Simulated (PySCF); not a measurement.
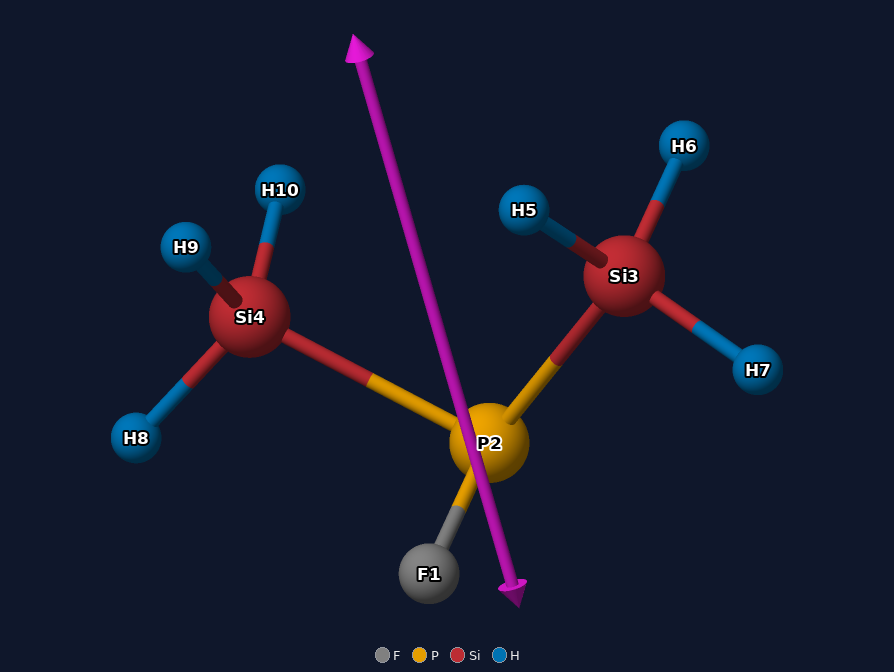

The double arrow shows the direction of the transition dipole to excited singlet state 6 (its length means nothing). The geometry was computed by an optimisation with GFN2-xTB. No frequency run is at hand to confirm it as a minimum. Level of theory: TDDFT CAM-B3LYP/def2-SVPD, vertical, gas phase, core orbitals frozen in the response (PySCF 2.14.0).

### Give its energy, strength and character.

7.12 eV (174 nm), oscillator strength 0.018, mainly HOMO → LUMO+4 (weight 0.60); transition dipole 0.81 D.

The geometry is semi-empirical. Around P, Si such bond lengths and angles can be off by a tenth of an ångström or more and by several degrees, and values that hang on the shape move with them.
